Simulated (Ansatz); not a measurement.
# PH₂O+ (triplet): correlated methods under varied settings

What do other methods and options give for PH₂O+ (triplet) at this geometry, and how long do they take?

Computed with Ansatz 0.2.0, Gaussian basis. Level: the settings change from run to run.

27 further runs of the same task are left out: 4 for a known fault of the program, 11 that didn't finish, 12 set aside as unsound or not needed.

## (1) What is computed

The geometry is a PBE0/def2-TZVP stationary point (not a proven minimum) of the parent state, kept for this charge and spin.

4 atoms, charge 1, spin multiplicity 3.

Atoms are counted from 1 here; the program's logs count them from 0.

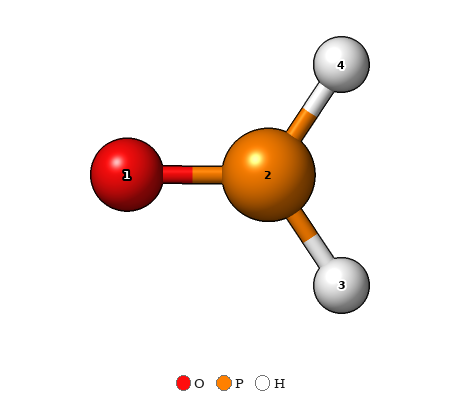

The geometry (oxygen red, phosphorus orange, hydrogen white); atoms are numbered from 1 in the order of the file.

## (2) CCSD on ROHF/cc-pVDZ

Contents of in.yaml:

```yaml
crystal:
  periodic: [false, false, false]
  atoms:
    - {symbol: O, position_ang: [0.000000, 0.000000, 1.033778]}
    - {symbol: P, position_ang: [0.000000, 0.000000, -0.454425]}
    - {symbol: H, position_ang: [0.000000, -1.166853, -1.222577]}
    - {symbol: H, position_ang: [0.000000, 1.166853, -1.222577]}
basis:
  gaussian: {orbitals: cc-pVDZ}
total_charge: 1
magnetization: {spin_polarized: false, initial_magnetization: 2}
correlation: {method: ccsd, electrons: outside_noble_gas, diis_vectors: 4}
output: {forces: true}
```

Started as:

```
$ ansatz run in.yaml --threads 1 --pin off --events-out ev --progress --plain --max-ram 2393MiB
```

Log, shortened:

```text
Functional definition: HF
  name "HF"
  cite "Fock, Z. Phys. 61, 126 (1930) doi:10.1007/BF01340294"
  parent pbe
[...]
404 factors; integrals over basis functions are off by at most 1.3e-3 eV
[...]
mean field -11328.96097456 eV, -416.3316367694 hartree, gradient 2.8e-6 eV, S^2 2.000000; 8 other end points of the search recorded, 0 dependent functions left out
[...]
determinant -11328.96097456 eV, -416.3316367694 hartree, with singles and doubles -11336.62032481 eV, -416.6131126996 hartree
determinant -11328.47858496 eV, -416.3139092788 hartree, with singles and doubles -11335.86576765 eV, -416.5853832355 hartree
determinant -11326.15753111 eV, -416.2286121229 hartree, with singles and doubles -11333.87942610 eV, -416.5123865298 hartree
6 core orbitals not correlated: weight in the atoms' cores, before any rotation towards them, 1.000 or more for the frozen orbitals, at most 0.000 for the correlated occupied ones
reference -11328.96097456 eV, -416.3316367694 hartree; 7, 5 occupied and 29, 31 virtual orbitals, 404 factors
second order -6.60463650 eV of doubles, -0.14688804 eV of singles
cycle   1  -7.65994677 eV  change   -6.0e-4 eV  update   1.8e-3
[...]
cycle  14  -7.66209462 eV  change   -1.2e-7 eV  update   1.7e-7
[...]
Total energy: -11336.62306918 eV, -416.6132135531 hartree
Atom 0 at     0.000000     0.000000     1.033778 Å, force     0.000000    -0.000000     7.266228 eV/Å
Atom 1 at     0.000000     0.000000    -0.454425 Å, force    -0.000000    -0.000000    -8.033534 eV/Å
Atom 2 at     0.000000    -1.166853    -1.222577 Å, force    -0.000000    -0.616919     0.383653 eV/Å
Atom 3 at     0.000000     1.166853    -1.222577 Å, force     0.000000     0.616919     0.383653 eV/Å
Dipole moment:     0.000000     0.000000    -0.631817 e Å
```

It took 15 s on 1 thread of Intel Xeon at 2.50GHz, shared host.

From the report: correlation -7.6621 eV; T1 0.033; largest double amplitude 0.05.

## (3) MP2 on ROHF/6-31G*

Edit in.yaml of step 2 so:

```diff
@@ -8,6 +8,8 @@
 basis:
-  gaussian: {orbitals: cc-pVDZ}
+  gaussian: {orbitals: "6-31G*"}
 total_charge: 1
 magnetization: {spin_polarized: false, initial_magnetization: 2}
-correlation: {method: ccsd, electrons: outside_noble_gas, diis_vectors: 4}
+hamiltonian: {pseudopotentials: {relativity: none}}
+correlation: {method: mp2, electrons: valence}
+accuracy: high
 output: {forces: true}
```

Same command.

Log, shortened:

```text
Functional definition: HF
  name "HF"
  cite "Fock, Z. Phys. 61, 126 (1930) doi:10.1007/BF01340294"
  parent pbe
[...]
711 factors; integrals over basis functions are off by at most 4.1e-9 eV
[...]
mean field -11328.36039784 eV, -416.3095659823 hartree, gradient 2.0e-8 eV, S^2 2.000000; 7 other end points of the search recorded, 0 dependent functions left out
[...]
6 core orbitals not correlated: weight in the atoms' cores, before any rotation towards them, 1.000 or more for the frozen orbitals, at most 0.000 for the correlated occupied ones
reference -11328.36039784 eV, -416.3095659823 hartree; 7, 5 occupied and 25, 27 virtual orbitals, 711 factors
second order -6.04505708 eV of doubles, -0.14380973 eV of singles
[...]
Total energy: -11334.54926465 eV, -416.5370026423 hartree
Atom 0 at     0.000000     0.000000     1.033778 Å, force    -0.000000     0.000000     6.931683 eV/Å
Atom 1 at     0.000000     0.000000    -0.454425 Å, force     0.000000     0.000000    -8.257859 eV/Å
Atom 2 at     0.000000    -1.166853    -1.222577 Å, force     0.000000    -0.412101     0.663088 eV/Å
Atom 3 at     0.000000     1.166853    -1.222577 Å, force    -0.000000     0.412101     0.663088 eV/Å
Dipole moment:    -0.000000    -0.000000    -0.636893 e Å
```

Wall time 7.5 s (1 thread of Intel Xeon at 2.50GHz, shared host).

## (4) CCSDTQ on ROHF/STO-3G

Contents of in.yaml:

```yaml
crystal:
  periodic: [false, false, false]
  atoms:
    - {symbol: O, position_ang: [0.000000, 0.000000, 1.033778]}
    - {symbol: P, position_ang: [0.000000, 0.000000, -0.454425]}
    - {symbol: H, position_ang: [0.000000, -1.166853, -1.222577]}
    - {symbol: H, position_ang: [0.000000, 1.166853, -1.222577]}
basis:
  gaussian: {orbitals: STO-3G}
total_charge: 1
magnetization: {spin_polarized: false, initial_magnetization: 2}
hamiltonian: {pseudopotentials: {relativity: scalar}}
correlation: {method: ccsdtq, electrons: outside_noble_gas}
scf: {lower_state_search: off}
```

Same command.

Log, shortened:

```text
Functional definition: HF
  name "HF"
  cite "Fock, Z. Phys. 61, 126 (1930) doi:10.1007/BF01340294"
  parent pbe
[...]
268 factors; integrals over basis functions are off by at most 2.9e-8 eV
[...]
mean field -11217.42858073 eV, -412.2328968956 hartree, gradient 1.1e-6 eV, S^2 2.000000; 0 other end points of the search recorded, 0 dependent functions left out
6 core orbitals not correlated: weight in the atoms' cores, before any rotation towards them, 1.000 or more for the frozen orbitals, at most 0.000 for the correlated occupied ones
reference -11217.42858073 eV, -412.2328968956 hartree; 7, 5 occupied and 3, 5 virtual orbitals, 268 factors
second order -1.48871871 eV of doubles, -0.03653846 eV of singles
cycle   1  -1.91463481 eV  change   -3.9e-1 eV  update   6.8e-2
[...]
cycle  17  -2.27642348 eV  change   -6.4e-7 eV  update   5.1e-7
Total energy: -11219.70500420 eV, -412.3165539153 hartree
Relativity: scalar
Checks for a lower state left out: stability, starts, cluster_reference, orbital_swaps, neighbouring_geometries, increment
```

Run time: 67 s. Hardware: 1 thread of Intel Xeon at 2.50GHz, shared host; peak memory 0.41 GiB.

From the report: correlation -2.2764 eV; T1 0.021; largest double amplitude 0.06.

## (5) All runs side by side

Where basis and cores are those of an earlier UCCSDT(Q)/cc-pVDZ run (-11336.8651 eV), and the state is the same kind, the miss against it is given.

| level | correlated | functions | energy (eV) | from UCCSDT(Q) (meV) | time |
| --- | --- | --- | --- | --- | --- |
| CCSD on ROHF/cc-pVDZ | outside noble gas | 42 | -11336.6231 | 242.1 | 15 s |
| MP2 on ROHF/6-31G* | valence | 38 | -11334.5493 |  | 7.5 s |
| CCSDTQ on ROHF/STO-3G (relativity set) | outside noble gas | 16 | -11219.7050 |  | 67 s |

## (6) Summary of results

| quantity | value |
| --- | --- |
| runs | 3 |
| quickest | MP2 on ROHF/6-31G*, 7.5 s |
| slowest | CCSDTQ on ROHF/STO-3G (relativity set), 67 s |

In words: Total energies in different bases, with other cores or another treatment of relativity can't be set against each other. CCSDTQ on ROHF/STO-3G (relativity set) took 9 times as long as MP2 on ROHF/6-31G*; the jobs differ in more than the method.
